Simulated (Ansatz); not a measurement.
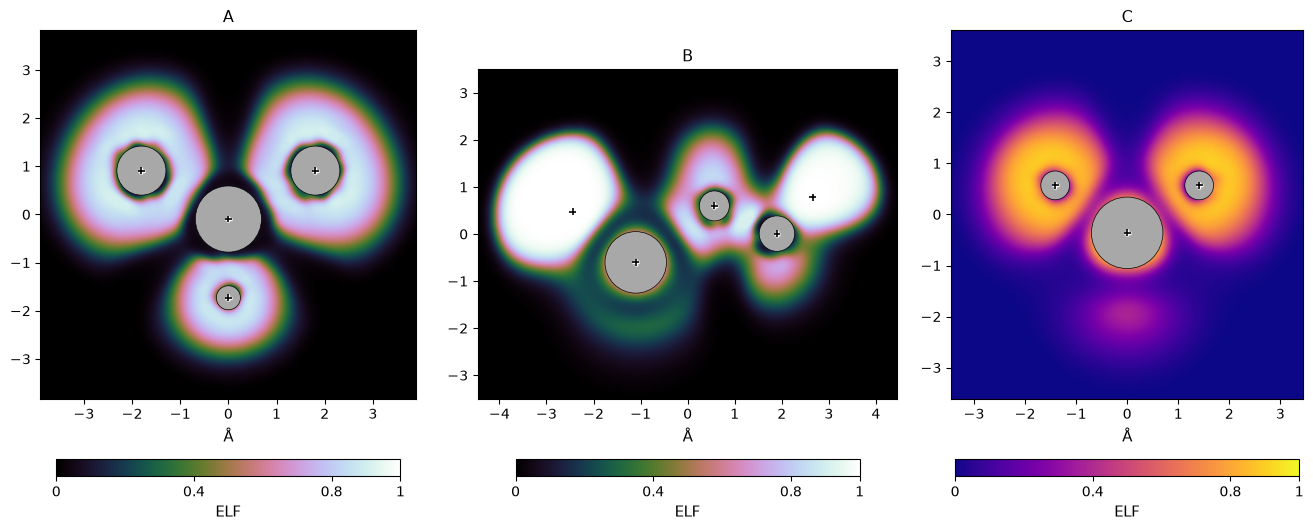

The ELF of 3 systems, each on a plane through atoms (crosses mark nuclei in the plane; grey discs cover the cores).

The calculation used RKS PBE0-D4/def2-TZVP in Ansatz.

System 1: HO$_{3}$Tc (TcO3H), the plane of atoms O2, Tc1 and O4. Geometry: PBE-D4/def2-TZVP; core potentials replace the inner electrons of Tc; not at a stationary point (largest force 1.6 eV/Å).

```xyz
5

Tc    0.0301    0.0523    0.0218
O    -0.0205   -0.0691    1.7051
O     1.5953   -0.0363   -0.6051
O    -0.8539    1.3599   -0.5779
H    -0.7510   -1.3069   -0.5438
```

System 2: CH$_{7}$NSn (SnH3(NHMe)), the plane of atoms Sn1, N5 and C6. Geometry: B3LYP-D4/def2-SVP; core potentials replace the inner electrons of Sn.

| atom | x (Å) | y (Å) | z (Å) |
| --- | --- | --- | --- |
| Sn | 0.6008 | 1.1054 | 0.9340 |
| H | 0.6764 | 1.0344 | 2.6482 |
| H | 2.1610 | 1.1812 | 0.2190 |
| H | -0.3323 | 2.4744 | 0.4285 |
| N | -0.1998 | -0.6937 | 0.3390 |
| C | -0.4429 | -0.9618 | -1.0686 |
| H | -0.9894 | -0.9777 | 0.9166 |
| H | -1.2715 | -0.3841 | -1.5331 |
| H | 0.4655 | -0.7458 | -1.6573 |
| H | -0.6677 | -2.0326 | -1.2263 |

System 3: AlCl$_{2}$F, the molecular plane. Geometry: r2SCAN-D4/def2-TZVP.

```yaml
atoms:
  - { symbol: Al, position_ang: [-0.0482, -0.0809, 0.0003] }
  - { symbol: Cl, position_ang: [2.0175, -0.1424, 0.0141] }
  - { symbol: Cl, position_ang: [-1.0836, 1.7077, -0.0164] }
  - { symbol: F, position_ang: [-0.8856, -1.4844, 0.0020] }
```

Q: Which map belongs to which system?

A: Panel A is system 3, AlCl$_{2}$F: the plane holds Al, Cl and F. Al–F (1.63 Å): the ELF peaks at about 0.85 in the valence shell of F, 0.6 Å from its nucleus, and is about 0.40 at the midpoint. Panel B is system 2, CH$_{7}$NSn: the plane holds Sn, H, N and C. C–N (1.45 Å): the ELF peaks at about 0.90 between the atoms (localised, covalent bonding). Panel C is system 1, HO$_{3}$Tc: the plane holds Tc and O. Tc–O (1.69 Å): the ELF peaks at about 0.80 in the valence shell of O, 0.5 Å from its nucleus, and drops to about 0.40 between the two atoms.
